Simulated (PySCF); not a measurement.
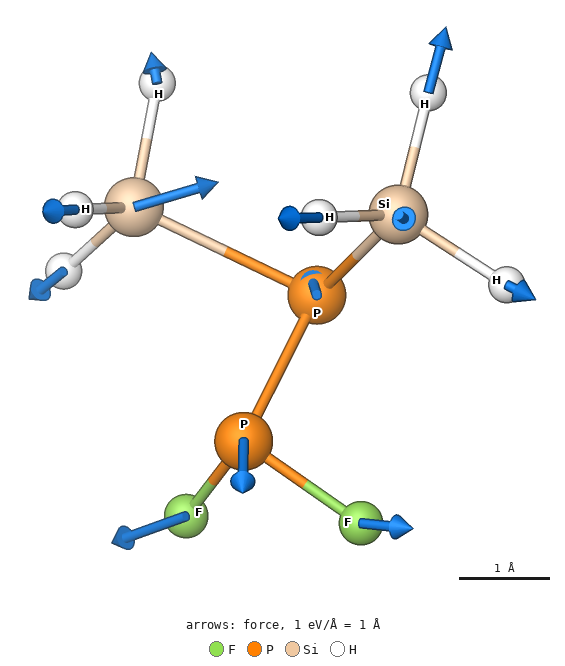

Starting geometry of Si₂P₂H₆F₂ with the computed forces as blue arrows. A ball-and-stick model, seen at a tilt.

The start comes from GFN2-xTB. Its atoms were then displaced at random by about 0.01 Å.

Computed with PBE0-D3(BJ)/def2-SVP geometry optimisation, gas phase (PySCF 2.14.0, density-fitted response routines). 

What follows when this structure is relaxed?

It isn't relaxed: the largest force vector, on an F atom, is 1.23 eV/Å. The final displacements have little in common with the starting forces (cosine between the two patterns −0.03). The largest move after the best rigid fit is that of an F atom, 0.85 Å. By element the largest moves are F 0.85 Å, H 0.46 Å, P 0.38 Å, Si 0.19 Å. Some distances before and after: P–P 2.163 → 2.239 Å, H–Si 1.453 → 1.494 Å, P–Si 2.232 → 2.269 Å, F–P 1.588 → 1.611 Å. Bond angles that change, for instance: Si–P–Si 102.4° → 95.5°, P–P–Si 90.0° → 95.5°, P–Si–H 105.0° → 109.4°. Groups turn about P–P by about 40°. The energy falls by 5.90 kcal/mol in 18 geometry steps.
